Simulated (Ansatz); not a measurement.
# BClH2: interaction energy of a dimer with the counterpoise correction

How strongly do two molecules of BClH2 bind, and how much of that is basis error? Aim: the interaction energy of a dimer with the counterpoise correction, for BClH2, run from a script.

Program: Ansatz 0.2.0, driven from Python. Level of theory: MP2/cc-pVDZ. These are calculated values, not measurements.

### Step 1. The system

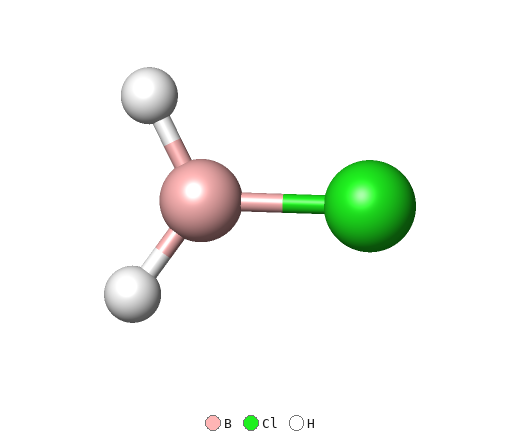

The starting structure, viewed from a chosen angle; boron pink, chlorine green, hydrogen white.

No structure file is read: the coordinates are typed or built in the script.

### Step 2. The code

The input, run_dimer.py:

```python
import ansatz as az

FIRST = [
    ("B", (-0.1179, 0.0073, -0.0544)),
    ("Cl", (1.4278, -0.3766, 0.7465)),
    ("H", (-1.1853, -0.5247, 0.2163)),
    ("H", (-0.1247, 0.8941, -0.9083)),
]
SECOND = [
    ("B", (-3.6693, 0.1369, -1.4337)),
    ("Cl", (-4.1925, -0.6458, -2.9475)),
    ("H", (-3.5216, 1.3432, -1.2968)),
    ("H", (-3.4823, -0.5747, -0.4467)),
]

def energy(atoms, ghosts=()):
    molecule = az.Crystal.molecule()
    for symbol, xyz in atoms:
        molecule = molecule.atom(symbol, xyz)
    calc = (
        molecule.calculation()
        .basis(gaussian="cc-pVDZ")
        .correlation("mp2")
    )
    deck = calc.input()
    if ghosts:
        deck = deck.set(az.key.basis.gaussian.ghost_atoms, [{"symbol": s, "position_ang": list(xyz)} for s, xyz in ghosts])
    return az.Session.from_dict(deck).plan().execute().report["free_energy_ev"]

both = energy(FIRST + SECOND)
alone = energy(FIRST) + energy(SECOND)
ghosted = energy(FIRST, SECOND) + energy(SECOND, FIRST)
print(f"dimer {both:.6f} eV")
print(f"interaction, uncorrected   {23.060548 * (both - alone):8.3f} kcal/mol")
print(f"interaction, counterpoise  {23.060548 * (both - ghosted):8.3f} kcal/mol")
print(f"basis-set superposition    {23.060548 * (alone - ghosted):8.3f} kcal/mol")
```

### Step 3. The run

The run is started by

```bash
> python run_dimer.py
```

The program printed:

```text
dimer -26427.383086 eV
interaction, uncorrected      0.043 kcal/mol
interaction, counterpoise     0.341 kcal/mol
basis-set superposition       0.298 kcal/mol
```

Wall time 3.8 s (1 thread of Arm Neoverse V1, shared host); peak memory 0.18 GiB.

### Step 4. The engine's runs

One row for each of the 5 runs:

| run | system | ghost atoms | energy (eV) | iterations in all | CPU time (s) |
| --- | --- | --- | --- | --- | --- |
| 1 | B2Cl2H4 | not set | -26427.3831 | 11 | 1.4 |
| 2 | BClH2 | not set | -13213.6924 | 10 | 0.21 |
| 3 | BClH2 | not set | -13213.6925 | 10 | 0.21 |
| 4 | BClH2 | a list of 4 | -13213.6981 | 10 | 0.64 |
| 5 | BClH2 | a list of 4 | -13213.6998 | 10 | 0.63 |

Totals carry meaning only in balanced differences at one level of theory.

### Step 5. Results

| quantity | value |
| --- | --- |
| interaction energy, uncorrected | 0.043 kcal/mol |
| interaction energy, counterpoise | 0.341 kcal/mol |
| runs compared | 5 |

In words: The pair is unbound at this geometry and level. Uncorrected it is 0.043 kcal/mol, with the counterpoise correction 0.341 kcal/mol; the difference, 0.30 kcal/mol, is the superposition error. The pose is repulsive. The dimer is a generated trial pose of unrelaxed monomers, not a minimum, so the figure is no binding energy, and the basis set is small.
